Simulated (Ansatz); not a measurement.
**Nudged elastic band of SnPH7O**

SnPH7O, computed with RKS PBE/def2-SVP (Ansatz 0.2.0).

It belongs to a series of runs on one base structure; here: band between the two ends. Figures and captions count atoms from 1; the log counts them from 0 in places.

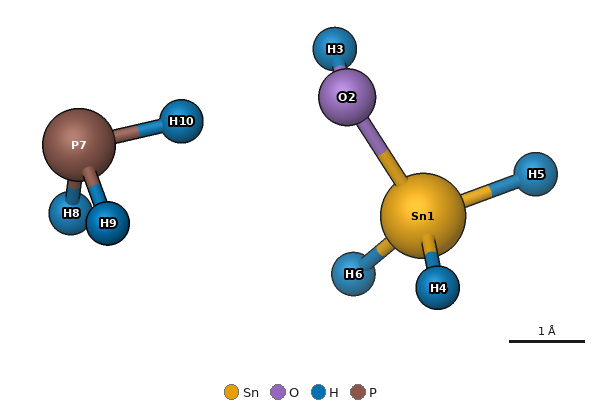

*The input geometry (ball-and-stick view, seen at a tilt; atoms are numbered from 1 in the order of the input). Sticks mark near contacts.*

Bond lengths as drawn: H–O 0.98 Å, H–P 1.44 to 1.45 Å, H–Sn 1.72 to 1.73 Å and O–Sn 2.03 Å.

**Input**
```yaml
crystal:
  periodic: [false, false, false]
  atoms:
    - { symbol: Sn, position_ang: [-0.411484, 0.585929, -0.264182] }
    - { symbol: O, position_ang: [0.152278, 0.065417, 1.611111] }
    - { symbol: H, position_ang: [-0.631163, -0.147924, 2.15421] }
    - { symbol: H, position_ang: [1.099268, 0.937073, -1.006274] }
    - { symbol: H, position_ang: [-1.438622, 1.977573, -0.15996] }
    - { symbol: H, position_ang: [-1.238872, -0.740406, -1.010597] }
    - { symbol: P, position_ang: [1.868154, -3.275213, 1.931197] }
    - { symbol: H, position_ang: [1.019651, -3.80886, 0.893439] }
    - { symbol: H, position_ang: [2.87584, -2.879438, 0.978464] }
    - { symbol: H, position_ang: [1.224452, -1.981054, 1.88319] }
basis:
  gaussian: { orbitals: def2-SVP }
hamiltonian:
  xc: pbe
neb:
  order_check: false
  images: 5
  f_tol: 0.05
  max_iterations: 60
  final_atoms:
    - { symbol: Sn, position_ang: [0.42016385, -0.18788806, -0.41998495] }
    - { symbol: O, position_ang: [-0.73357612, -0.56346143, 2.51873806] }
    - { symbol: H, position_ang: [-1.07247911, -1.47495012, 2.6013898] }
    - { symbol: H, position_ang: [1.18101731, -0.08377573, -1.98105847] }
    - { symbol: H, position_ang: [0.4766772, 1.37263573, 0.30989516] }
    - { symbol: H, position_ang: [-1.20329076, -0.72582729, -0.6433832] }
    - { symbol: P, position_ang: [1.70646137, -1.84285274, 1.04174664] }
    - { symbol: H, position_ang: [0.86582172, -2.94310499, 0.64007552] }
    - { symbol: H, position_ang: [2.70851403, -2.17206211, 0.0589395] }
    - { symbol: H, position_ang: [0.1701925, -0.64561626, 2.88423996] }
  initial_path:
    images:
      - { positions_ang: [[-0.411484, 0.585929, -0.264182], [0.152278, 0.065417, 1.611111], [-0.631163, -0.147924, 2.15421], [1.099268, 0.937073, -1.006274], [-1.438622, 1.977573, -0.15996], [-1.238872, -0.740406, -1.010597], [1.868154, -3.275213, 1.931197], [1.019651, -3.80886, 0.893439], [2.87584, -2.879438, 0.978464], [1.224452, -1.981054, 1.88319]] }
      - { positions_ang: [[-0.27543266, 0.3937406, -0.17120462], [0.0977006, 0.03319097, 1.84886687], [-0.7275596, -0.20667707, 2.32053448], [1.27933379, 0.63462639, -0.85705139], [-1.23563761, 1.79638942, -0.28750363], [-1.09653912, -0.9619653, -0.87122013], [1.72802961, -2.91151677, 1.57136881], [0.89955065, -3.65806319, 0.83209238], [2.79113569, -2.68806445, 0.67297026], [1.05892065, -1.6985636, 1.95174495]] }
      - { positions_ang: [[-0.13938132, 0.20155221, -0.07822723], [0.04312319, 0.00096494, 2.08662274], [-0.8239562, -0.26543015, 2.48685896], [1.45939959, 0.33217978, -0.70782877], [-1.03265322, 1.61520585, -0.41504726], [-0.95420623, -1.18352461, -0.73184325], [1.58790522, -2.54782054, 1.21154062], [0.7794503, -3.50726638, 0.77074577], [2.70643137, -2.49669091, 0.36747653], [0.89338931, -1.4160732, 2.0202999]] }
      - { positions_ang: [[-0.00332999, 0.00936381, 0.01475015], [-0.01145421, -0.03126109, 2.32437861], [-0.92035279, -0.32418322, 2.65318343], [1.63946538, 0.02973317, -0.55860616], [-0.82966883, 1.43402227, -0.5425909], [-0.81187335, -1.40508391, -0.59246638], [1.44778083, -2.18412431, 0.85171244], [0.65934995, -3.35646957, 0.70939915], [2.62172706, -2.30531736, 0.06198279], [0.72785796, -1.13358279, 2.08885485]] }
      - { positions_ang: [[0.13783463, -0.05638681, -0.13016155], [-0.25216151, -0.20866121, 2.38916509], [-0.97106157, -0.70777219, 2.63591889], [1.48664936, -0.00810313, -1.03275693], [-0.39422015, 1.41356009, -0.25842888], [-0.94234582, -1.17866504, -0.60943866], [1.53400767, -2.07036712, 0.91505717], [0.72817387, -3.21868138, 0.68629128], [2.65065605, -2.26089894, 0.06096836], [0.54196947, -0.97092728, 2.35398322]] }
      - { positions_ang: [[0.27899924, -0.12213743, -0.27507325], [-0.49286882, -0.38606132, 2.45395158], [-1.02177034, -1.09136116, 2.61865434], [1.33383333, -0.04593943, -1.5069077], [0.04122852, 1.39309791, 0.02573314], [-1.07281829, -0.95224616, -0.62641093], [1.62023452, -1.95660993, 0.9784019], [0.7969978, -3.08089318, 0.6631834], [2.67958504, -2.21648053, 0.05995393], [0.35608099, -0.80827177, 2.61911159]] }
      - { positions_ang: [[0.42016385, -0.18788806, -0.41998495], [-0.73357612, -0.56346143, 2.51873806], [-1.07247911, -1.47495012, 2.6013898], [1.18101731, -0.08377573, -1.98105847], [0.4766772, 1.37263573, 0.30989516], [-1.20329076, -0.72582729, -0.6433832], [1.70646137, -1.84285274, 1.04174664], [0.86582172, -2.94310499, 0.64007552], [2.70851403, -2.17206211, 0.0589395], [0.1701925, -0.64561626, 2.88423996]] }
```

Machine: 2 threads of Arm Neoverse V1, 24 GiB of memory available, shared host.

Launch command:
```bash
ansatz run input.yaml --threads 2 --pin off --max-ram 3072MiB --backend cpu --events-out ev --progress --plain --runs-dir out
```

**Output**
```
Engine: ansatz 0.2.0, aarch64-unknown-linux-gnu
Functional definition: PBE
  parameter kappa = 0.804
  parameter beta = 0.06672455060314922
  exchange = pbe_x(kappa = kappa, mu = beta*pi^2/3)
  correlation = pbe_c(beta = beta)
1047 factors; their error is unknown
mean field evaluation 1: about -17261.9653 eV, gradient 5.8e1 eV
mean field evaluation 2: about -17144.5609 eV, gradient 1.8e2 eV
mean field evaluation 4: about -17268.4166 eV, gradient 8.2e0 eV
mean field evaluation 8: about -17268.6418 eV, gradient 1.5e-1 eV
mean field evaluation 16: about -17268.6250 eV, gradient 2.7e-5 eV
mean field -17268.62496333 eV, -634.6102623080 hartree, gradient 2.7e-5 eV, S^2 0.000000; 0 other end points of the search recorded, 0 dependent functions left out
the calculation of the forces begins
reference -17268.62500814 eV, -634.6102639546 hartree; 26, 26 occupied and 67, 67 virtual orbitals, 1047 factors
1047 factors; their error is unknown
mean field evaluation 32: about -17269.0228 eV, gradient 1.6e-4 eV
mean field -17269.02275229 eV, -634.6248807827 hartree, gradient 6.7e-5 eV, S^2 0.000000; 0 other end points of the search recorded, 0 dependent functions left out
[... from here on the field's lines of each further geometry are left out, up to the last ...]
NEB iter   1: max|band force component| = 5.129e0 eV/Å  barrier→ = 2.4119 eV  barrier← = 2.8097 eV  Δτ_max = 0.2000 Å  (180 SCF iters)
NEB iter   2: max|band force component| = 1.808e0 eV/Å  barrier→ = 1.6948 eV  barrier← = 2.0926 eV  Δτ_max = 0.1998 Å  (151 SCF iters)
NEB iter   3: max|band force component| = 1.053e0 eV/Å  barrier→ = 1.2211 eV  barrier← = 1.6189 eV  Δτ_max = 0.1996 Å  (138 SCF iters)
NEB iter   4: max|band force component| = 9.877e-1 eV/Å  barrier→ = 0.8849 eV  barrier← = 1.2827 eV  Δτ_max = 0.1924 Å  (138 SCF iters)
NEB iter   5: max|band force component| = 3.011e0 eV/Å  barrier→ = 0.7310 eV  barrier← = 1.1287 eV  Δτ_max = 0.0950 Å  (137 SCF iters)
NEB iter   6: max|band force component| = 6.230e-1 eV/Å  barrier→ = 0.5243 eV  barrier← = 0.9221 eV  Δτ_max = 0.1880 Å  (131 SCF iters)
NEB iter   7: max|band force component| = 4.970e-1 eV/Å  barrier→ = 0.3748 eV  barrier← = 0.7726 eV  CI = image 3  Δτ_max = 0.1884 Å  (133 SCF iters)
NEB iter   8: max|band force component| = 1.105e0 eV/Å  barrier→ = 0.6997 eV  barrier← = 1.0975 eV  CI = image 3  Δτ_max = 0.0954 Å  (136 SCF iters)
NEB iter   9: max|band force component| = 1.322e0 eV/Å  barrier→ = 0.8056 eV  barrier← = 1.2034 eV  CI = image 3  Δτ_max = 0.1870 Å  (127 SCF iters)
NEB iter  10: max|band force component| = 1.343e0 eV/Å  barrier→ = 0.9723 eV  barrier← = 1.3701 eV  CI = image 3  Δτ_max = 0.1892 Å  (136 SCF iters)
NEB iter  11: max|band force component| = 5.272e-1 eV/Å  barrier→ = 0.9630 eV  barrier← = 1.3608 eV  CI = image 3  Δτ_max = 0.1933 Å  (142 SCF iters)
NEB iter  12: max|band force component| = 6.507e-1 eV/Å  barrier→ = 0.9432 eV  barrier← = 1.3410 eV  CI = image 3  Δτ_max = 0.1007 Å  (135 SCF iters)
NEB iter  13: max|band force component| = 5.604e-1 eV/Å  barrier→ = 0.9181 eV  barrier← = 1.3159 eV  CI = image 3  Δτ_max = 0.0998 Å  (132 SCF iters)
NEB iter  14: max|band force component| = 2.284e0 eV/Å  barrier→ = 0.9068 eV  barrier← = 1.3045 eV  CI = image 3  Δτ_max = 0.0498 Å  (129 SCF iters)
NEB iter  15: max|band force component| = 9.826e-1 eV/Å  barrier→ = 0.9038 eV  barrier← = 1.3016 eV  CI = image 3  Δτ_max = 0.1006 Å  (126 SCF iters)
NEB iter  16: max|band force component| = 2.493e-1 eV/Å  barrier→ = 0.9031 eV  barrier← = 1.3009 eV  CI = image 3  Δτ_max = 0.2000 Å  (120 SCF iters)
NEB iter  17: max|band force component| = 5.113e-1 eV/Å  barrier→ = 0.9031 eV  barrier← = 1.3009 eV  CI = image 3  Δτ_max = 0.1004 Å  (131 SCF iters)
NEB iter  18: max|band force component| = 4.071e-1 eV/Å  barrier→ = 0.9028 eV  barrier← = 1.3006 eV  CI = image 3  Δτ_max = 0.0996 Å  (122 SCF iters)
NEB iter  19: max|band force component| = 2.262e-1 eV/Å  barrier→ = 0.9027 eV  barrier← = 1.3005 eV  CI = image 3  Δτ_max = 0.1018 Å  (118 SCF iters)
NEB iter  20: max|band force component| = 5.807e-1 eV/Å  barrier→ = 0.9027 eV  barrier← = 1.3005 eV  CI = image 3  Δτ_max = 0.0507 Å  (119 SCF iters)
NEB iter  21: max|band force component| = 7.784e-2 eV/Å  barrier→ = 0.9027 eV  barrier← = 1.3005 eV  CI = image 3  Δτ_max = 0.0997 Å  (113 SCF iters)
NEB iter  22: max|band force component| = 1.238e-1 eV/Å  barrier→ = 0.9027 eV  barrier← = 1.3005 eV  CI = image 3  Δτ_max = 0.0502 Å  (115 SCF iters)
NEB iter  23: max|band force component| = 1.433e-1 eV/Å  barrier→ = 0.9027 eV  barrier← = 1.3004 eV  CI = image 3  Δτ_max = 0.0251 Å  (111 SCF iters)
NEB iter  24: max|band force component| = 1.061e-1 eV/Å  barrier→ = 0.9026 eV  barrier← = 1.3004 eV  CI = image 3  Δτ_max = 0.0251 Å  (111 SCF iters)
the calculation of the forces begins
reference -17268.93435054 eV, -634.6216320782 hartree; 26, 26 occupied and 67, 67 virtual orbitals, 1047 factors
1047 factors; their error is unknown
mean field evaluation 1024: about -17267.7223 eV, gradient 3.0e-4 eV
mean field -17267.72233136 eV, -634.5770911947 hartree, gradient 8.8e-6 eV, S^2 0.000000; 1 other end points of the search recorded, 0 dependent functions left out
the calculation of the forces begins
reference -17267.72237189 eV, -634.5770926844 hartree; 26, 26 occupied and 67, 67 virtual orbitals, 1047 factors
NEB iter  25: max|band force component| = 4.751e-2 eV/Å  barrier→ = 0.9026 eV  barrier← = 1.3004 eV  CI = image 3  Δτ_max = 0.0000 Å  (242 SCF iters)
```

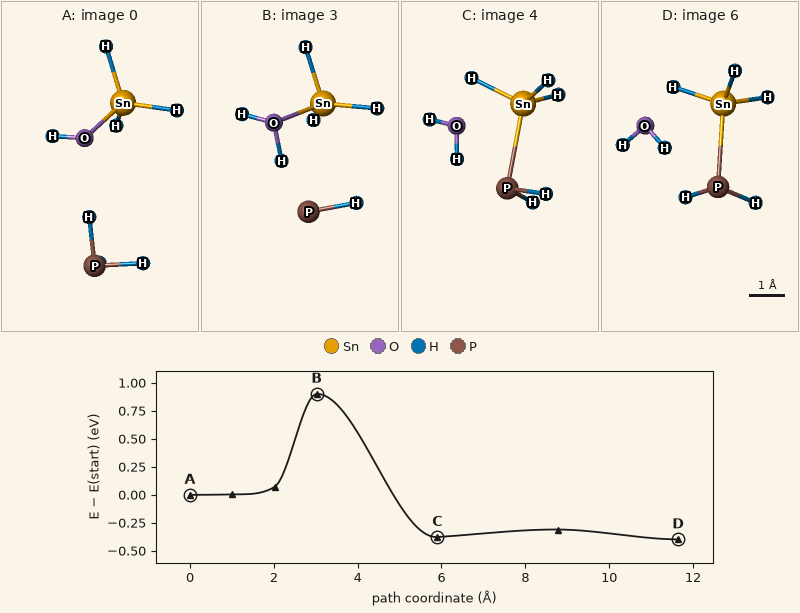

*Images of the last band (counted from 0; ball-and-stick, seen at a tilt) above the energy along the path; the line is a cubic interpolation that uses the forces.*

The highest image is number 3, 0.903 eV above the start and 1.300 eV above the end (the climbing image); the end lies 0.398 eV below the start. The path is 11.65 Å long. The band converged in 25 iterations.

```
Total energy: -17267.72237189 eV, -634.5770926844 hartree
Atom 0 at     0.031693    -0.138266    -0.120752 Å, force    -0.001225    -0.002886    -0.001177 eV/Å
Atom 1 at     0.189665    -0.076503     2.066190 Å, force    -0.000371    -0.001731     0.001315 eV/Å
Atom 2 at    -0.665677    -0.083589     2.551092 Å, force     0.000263     0.001582     0.000477 eV/Å
Atom 3 at     1.548497     0.274166    -0.814275 Å, force    -0.000272     0.001542    -0.000134 eV/Å
Atom 4 at    -0.978342     1.279031    -0.082046 Å, force     0.001293     0.000531     0.000024 eV/Å
Atom 5 at    -0.889158    -1.392536    -0.864589 Å, force    -0.001107     0.000251    -0.000801 eV/Å
Atom 6 at     1.525449    -2.622012     1.406955 Å, force     0.000187    -0.002187     0.000375 eV/Å
Atom 7 at     0.633368    -3.224757     0.452679 Å, force     0.000520     0.000748    -0.000218 eV/Å
Atom 8 at     2.439740    -2.140091     0.405429 Å, force     0.000389     0.000655     0.000869 eV/Å
Atom 9 at     0.684267    -1.142345     2.009915 Å, force     0.000324     0.001494    -0.000729 eV/Å
Dipole moment:    -0.492191     0.378884    -0.137645 e Å
this run last wrote the band of iteration 25 to [file]
```

**The last band as extended XYZ (Å, eV, eV/Å)**
```
10
Properties=species:S:1:pos:R:3:forces:R:3 image=0 energy=-17268.62496
Sn   -0.4115    0.5859   -0.2642   -0.0038   0.0062   0.0012
O     0.1523    0.0654    1.6111   -0.0052  -0.0054   0.0129
H    -0.6312   -0.1479    2.1542    0.0079   0.0026  -0.0104
H     1.0993    0.9371   -1.0063   -0.0014  -0.0001  -0.0021
H    -1.4386    1.9776   -0.1600    0.0019  -0.0024  -0.0018
H    -1.2389   -0.7404   -1.0106   -0.0005   0.0000  -0.0005
P     1.8682   -3.2752    1.9312   -0.0036   0.0106  -0.0145
H     1.0197   -3.8089    0.8934    0.0052   0.0005   0.0053
H     2.8758   -2.8794    0.9785   -0.0107  -0.0016   0.0112
H     1.2245   -1.9811    1.8832    0.0104  -0.0104  -0.0012
10
Properties=species:S:1:pos:R:3:forces:R:3 image=1 energy=-17268.62072
Sn   -0.2891    0.3978   -0.1604   -0.0014   0.0022  -0.0007
O     0.0821    0.1514    1.8172   -0.0003   0.0005  -0.0012
H    -0.7450   -0.0620    2.2907    0.0001  -0.0002  -0.0009
H     1.2885    0.6531   -0.7946   -0.0016   0.0025  -0.0012
H    -1.3110    1.7834   -0.3524   -0.0014   0.0022  -0.0001
H    -1.0512   -1.0242   -0.7913   -0.0016   0.0023  -0.0009
P     1.8311   -3.1575    1.6816    0.0009  -0.0023   0.0015
H     0.8506   -3.5403    0.6950    0.0018  -0.0024   0.0014
H     2.6898   -2.5720    0.6825    0.0021  -0.0033   0.0019
H     1.1738   -1.8966    1.9424    0.0012  -0.0015   0.0001
10
Properties=species:S:1:pos:R:3:forces:R:3 image=2 energy=-17268.55427
Sn   -0.1422    0.1465   -0.0737   -0.0482   0.0765   0.0115
O     0.1035    0.0886    1.9467   -0.0221   0.0509  -0.0355
H    -0.7530   -0.0372    2.3998   -0.0214   0.0193  -0.0432
H     1.4599    0.3503   -0.6661   -0.0252   0.0174   0.0375
H    -1.1417    1.5273   -0.3447   -0.0433   0.0696  -0.0774
H    -0.8951   -1.2905   -0.6818   -0.0046   0.0265   0.0537
P     1.7165   -2.9101    1.4800    0.0526  -0.0809   0.0236
H     0.6809   -3.2486    0.5338    0.0100  -0.0073   0.0278
H     2.4644   -2.1824    0.4840    0.0053  -0.0152   0.0232
H     1.0262   -1.7109    1.9325    0.0969  -0.1567  -0.0213
10
Properties=species:S:1:pos:R:3:forces:R:3 image=3 energy=-17267.72233
Sn    0.0317   -0.1383   -0.1208   -0.0012  -0.0029  -0.0012
O     0.1897   -0.0765    2.0662   -0.0004  -0.0017   0.0013
H    -0.6657   -0.0836    2.5511    0.0003   0.0016   0.0005
H     1.5485    0.2742   -0.8143   -0.0003   0.0015  -0.0001
H    -0.9783    1.2790   -0.0820    0.0013   0.0005   0.0000
H    -0.8892   -1.3925   -0.8646   -0.0011   0.0003  -0.0008
P     1.5254   -2.6220    1.4070    0.0002  -0.0022   0.0004
H     0.6334   -3.2248    0.4527    0.0005   0.0007  -0.0002
H     2.4397   -2.1401    0.4054    0.0004   0.0007   0.0009
H     0.6843   -1.1423    2.0099    0.0003   0.0015  -0.0007
10
Properties=species:S:1:pos:R:3:forces:R:3 image=4 energy=-17269.00143
Sn    0.0586   -0.5670   -0.5032   -0.0260   0.0156   0.0203
O     0.6204    0.3050    2.6212    0.0274   0.0357  -0.0314
H    -0.3322    0.2409    2.8223   -0.0080  -0.0422   0.0029
H     1.2379    0.6871   -0.5282    0.0097  -0.0111   0.0023
H    -1.4440    0.0114    0.1285   -0.0060   0.0307  -0.0129
H    -0.2220   -1.1064   -2.1337   -0.0010  -0.0028   0.0292
P     0.7799   -2.5165    0.9733    0.0217  -0.0008   0.0049
H     0.6752   -3.5123   -0.0648    0.0012   0.0021   0.0115
H     2.1744   -2.2855    0.6939    0.0183  -0.0052  -0.0009
H     0.9714   -0.5237    3.0013   -0.0374  -0.0220  -0.0256
10
Properties=species:S:1:pos:R:3:forces:R:3 image=5 energy=-17268.93431
Sn    0.3680   -0.3174   -0.7253   -0.0304  -0.0017  -0.0113
O    -0.3070   -0.2603    2.9503    0.0105   0.0030  -0.0107
H    -0.6848   -1.0512    3.3777    0.0069  -0.0172  -0.0029
H     1.6289    0.6462   -1.4172    0.0029  -0.0048   0.0055
H    -0.7838    0.6954    0.0531    0.0121   0.0023   0.0133
H    -0.4148   -1.1964   -1.9978    0.0197  -0.0088  -0.0106
P     1.4528   -1.8984    0.9543   -0.0020   0.0161   0.0137
H     0.3760   -2.8520    0.8687   -0.0059   0.0126   0.0106
H     2.2317   -2.5882   -0.0469   -0.0092   0.0009  -0.0063
H     0.6524   -0.4446    2.9938   -0.0047  -0.0024  -0.0012
10
Properties=species:S:1:pos:R:3:forces:R:3 image=6 energy=-17269.02275
Sn    0.4202   -0.1879   -0.4200    0.0062  -0.0066  -0.0039
O    -0.7336   -0.5635    2.5187    0.0037  -0.0068   0.0117
H    -1.0725   -1.4749    2.6014   -0.0033   0.0060  -0.0056
H     1.1810   -0.0838   -1.9811    0.0003   0.0004  -0.0032
H     0.4767    1.3726    0.3099   -0.0011   0.0006   0.0032
H    -1.2033   -0.7258   -0.6434   -0.0008   0.0006   0.0043
P     1.7065   -1.8429    1.0417   -0.0043  -0.0130  -0.0096
H     0.8658   -2.9431    0.6401   -0.0024   0.0040   0.0062
H     2.7085   -2.1721    0.0589    0.0046   0.0110   0.0028
H     0.1702   -0.6456    2.8842   -0.0027   0.0039  -0.0059
```

**Summary**

| quantity | value |
| --- | --- |
| outcome | converged |
| barrier, forward | 0.903 eV |
| barrier, backward | 1.300 eV |
| wall time | 3.1 min (CPU time 6 min) |
| peak memory | 0.13 GiB |

**Remarks**

The order of the saddle point was not checked.
